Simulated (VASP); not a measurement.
Band structure of GaN (wurtzite). These are revPBE GGA, VASP's PBE PAW potentials (set 64) (plane waves; VASP) values and carry that method's errors.

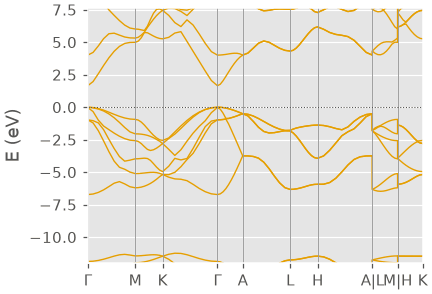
Figure: Bands along high-symmetry lines, zero at the valence-band maximum or, without a gap, the Fermi level

**Question.** Read the plot: is there a gap, and where are the band edges?

**Answer.** The gap is direct, 1.65 eV, from the valence maximum at Γ to the conduction minimum at Γ. (Edges off the drawn lines would not show.)

Measured: gap 3.68 eV (computed value off by -2.03 eV), as given by Wei Chen et al., Physical Review Materials (2018), doi:10.1103/physrevmaterials.2.073803 [zero-point renormalisation of 0.17 eV added back (the table's ZPR column)].

The compound is GaN in the wurtzite structure. It was relaxed first.
